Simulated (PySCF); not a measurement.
# C3H7NO, SMILES `C=NCOC`: electronic structure

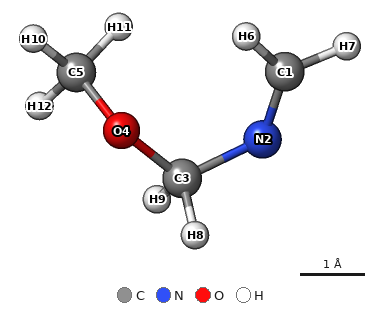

The molecule, with its atoms numbered as below. No frequency check shows the geometry to be a minimum.

Geometry (Å), atoms numbered from 1:

```
C1      -1.6113    0.7830   -0.1326
N2      -1.3158   -0.3398    0.3368
C3      -0.0761   -0.9840    0.0345
O4       0.9195   -0.2168   -0.5927
C5       1.6578    0.5920    0.2937
H6      -0.9720    1.3694   -0.7964
H7      -2.5703    1.2041    0.1317
H8      -0.3074   -1.8115   -0.6473
H9       0.2936   -1.4125    0.9795
H10      2.3659    1.1495   -0.3163
H11      1.0175    1.2922    0.8414
H12      2.2043   -0.0238    1.0184
```

Part 1: Bonding charge

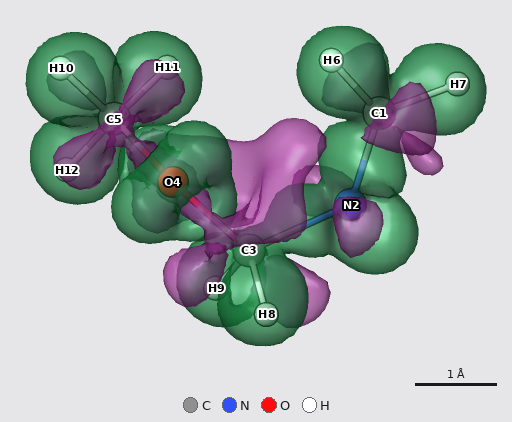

Deformation density (molecule less spherical, spin-averaged free atoms at the same positions), surfaces at ±0.07 e/Å³; green: gain, purple: loss.

PySCF calculation, PBE0/def2-TZVP, gas phase; geometry: GFN2-xTB.

Question: How much density has each bond gained at its critical point, relative to the free atoms?

Answer: The five largest and four smallest: C1–H7: +0.80 e/Å³ at the bond critical point (bond length 1.08 Å, Mayer order 0.9). C3–H8: +0.78 e/Å³ at the bond critical point (bond length 1.10 Å, Mayer order 0.9). C5–H10: +0.77 e/Å³ at the bond critical point (bond length 1.09 Å, Mayer order 1.0). C3–H9: +0.77 e/Å³ at the bond critical point (bond length 1.10 Å, Mayer order 1.0). C1–H6: +0.77 e/Å³ at the bond critical point (bond length 1.09 Å, Mayer order 0.9). C1–N2: +0.69 e/Å³ at the bond critical point (bond length 1.25 Å, Mayer order 2.0). N2–C3: +0.44 e/Å³ at the bond critical point (bond length 1.43 Å, Mayer order 1.0). C3–O4: +0.18 e/Å³ at the bond critical point (bond length 1.41 Å, Mayer order 1.0). O4–C5: +0.13 e/Å³ at the bond critical point (bond length 1.41 Å, Mayer order 1.0). In all, 2.8 electrons gather in the regions of gain relative to the promolecule. A small or negative value marks a very polar bond, one between electron-rich atoms, whose free-atom densities already overlap strongly, a long bond to a heavier atom, or a closed-shell contact such as a hydrogen bond.

Part 2: Bond critical points

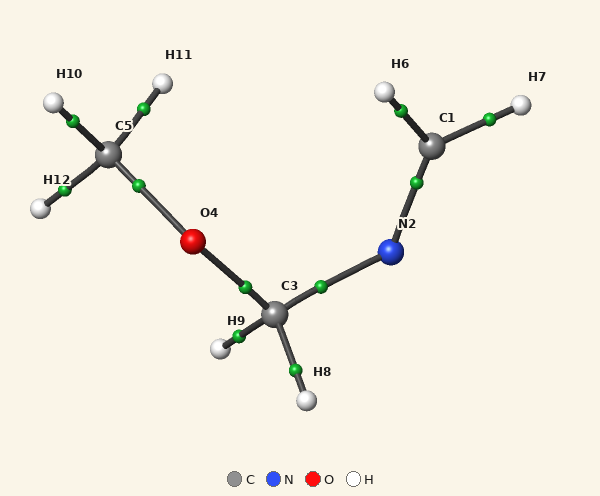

Molecular graph of the electron density (QTAIM): bond paths, bond critical points (green), ring points (magenta, if any); weak paths are dashed.

Question: How many critical points of each kind are there, and does the count close?

Answer: 12 nuclei, 11 bond, 0 ring and 0 cage critical points: 12 − 11 + 0 − 0 = 1, as the Poincaré–Hopf relation requires.

Question: Tabulate density, Laplacian, ellipticity and energy density at the bond critical points (atomic units).

Answer:
| bond | length (Å) | ρ (a.u.) | ∇²ρ (a.u.) | ε | H (a.u.) |
| --- | --- | --- | --- | --- | --- |
| C1–N2 | 1.252 | 0.403 | −0.83 | 0.22 | −0.735 |
| C1–H7 | 1.080 | 0.292 | −1.06 | 0.02 | −0.302 |
| N2–C3 | 1.429 | 0.291 | −0.84 | 0.09 | −0.336 |
| C5–H10 | 1.088 | 0.287 | −1.02 | 0.04 | −0.292 |
| C3–H8 | 1.097 | 0.285 | −1.02 | 0.04 | −0.287 |
| C1–H6 | 1.092 | 0.283 | −1.01 | 0.01 | −0.286 |
| C3–H9 | 1.102 | 0.282 | −0.99 | 0.04 | −0.282 |
| C5–H11 | 1.096 | 0.282 | −0.98 | 0.04 | −0.283 |
| C5–H12 | 1.097 | 0.280 | −0.97 | 0.05 | −0.281 |
| C3–O4 | 1.405 | 0.271 | −0.64 | 0.04 | −0.380 |
| O4–C5 | 1.409 | 0.264 | −0.58 | 0.02 | −0.372 |

Question: What kind of interaction is C5–H10?

Answer: Shared-shell (covalent): ρ = 0.287, ∇²ρ = −1.02, H = −0.292 a.u.

Part 3: Local ionisation energy

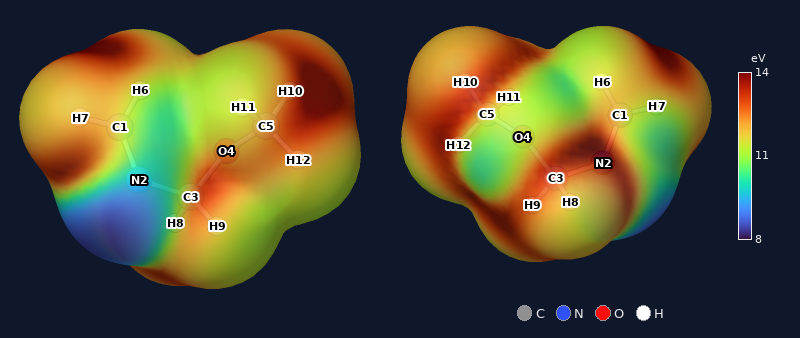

Average local ionisation energy on the surface of electron density 0.001 a.u. (back view left, front view right).

Question: Locate the minima of the map.

Answer: The lowest value is 8.4 eV, 2.0 Å from N2. Further minima include 10.3 eV, 1.8 Å from O4; 10.5 eV, near H6 (1.78 Å) and O4 (1.90 Å); 11.0 eV, 1.4 Å from H9. For comparison, the highest occupied orbital lies at −7.2 eV.

Part 4: Excited states

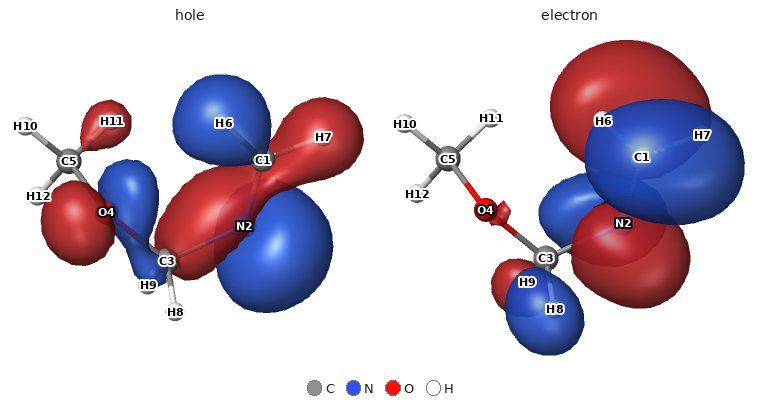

Leading natural transition orbital pair of S₁ (TDA singlet states); the surfaces enclose about 85 % of each orbital's density.

Level of theory: PBE0/6-311+G** (PySCF), at a geometry from GFN2-xTB.

Question: Where does the state lie, and where do hole and electron sit?

Answer: 4.89 eV (253 nm), f = 0.002 (very weak); the leading pair carries 100 %; hole on N2 (54 %), O4 (12 %) and C1 (11 %), electron on C1 (40 %), N2 (33 %) and H6 and H7 (7 % each); their centroids lie 0.6 Å apart. In canonical orbitals it is mainly HOMO → LUMO (96 %). The HOMO–LUMO gap is 6.74 eV.

Part 5: Removing or adding an electron

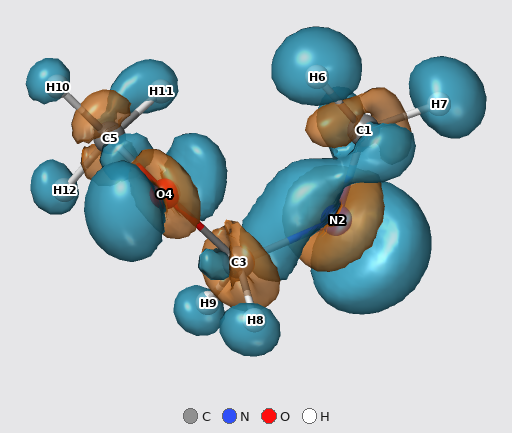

Fukui function f⁻ = ρ(N) − ρ(N−1) at fixed geometry, surfaces at ±0.03 e/Å³ (light blue positive, orange negative).

Method: CAM-B3LYP/6-311+G**; geometry: GFN2-xTB; program: PySCF.

Question: Which atoms respond most to the removal of an electron?

Answer: f⁻ (Hirshfeld-condensed) is largest on N2 (0.25); the vertical ionisation energy is 9.60 eV (the stability of the cation's solution wasn't checked). Condensed values hint at sites of electrophilic attack but needn't mark the atom that reacts. Orbital relaxation makes it negative in places (0.26 e in all).

Part 6: Stretching a bond

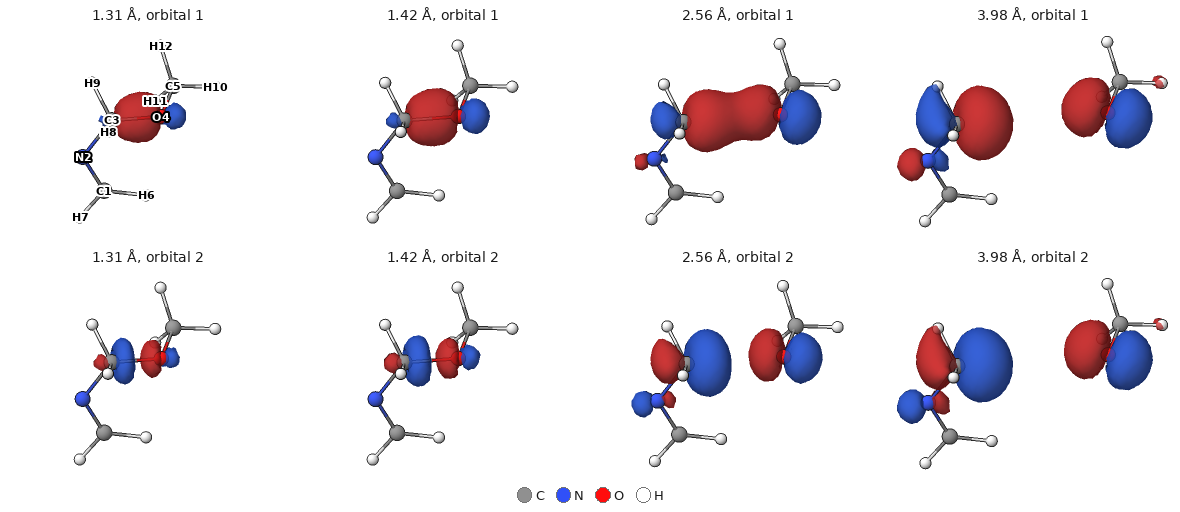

Rigid stretch of the C3–O4 bond. The two CASSCF(2,2) natural orbitals nearest half filling (orbital 1 the more occupied).

Level of theory: cc-pVDZ basis (PySCF), at a geometry from GFN2-xTB.

Question: How do the occupations change along the stretch?

Answer: 1.31 Å: 1.99 and 0.01; 1.42 Å: 1.98 and 0.02; 2.56 Å: 1.51 and 0.49; 3.98 Å: 1.05 and 0.95. At the longest distance computed (3.98 Å) they are 1.05 and 0.95, and the effective number of unpaired electrons is 2.0.

Question: Where does the UHF solution part from RHF?

Answer: Between 1.70 Å (⟨S²⟩ = 0, the two coincide) and 1.92 Å (⟨S²⟩ = 0.30); at 3.98 Å ⟨S²⟩ is 1.03 and UHF lies 5.5 eV below RHF.

Question: How much energy does the stretch cost?

Answer: By CASSCF, 3.4 eV from the lowest point of the scan (1.42 Å) to 3.98 Å; RHF gives 8.1 eV from its own lowest point. The fragments aren't relaxed and dynamic correlation is missing, so this isn't a bond dissociation energy.

The PySCF runs shown took 14 s, 2.5 min, 70 s and 2.6 min on 1 thread of Intel(R) Xeon(R) 6975P-C (Granite Rapids), with other jobs on the host.
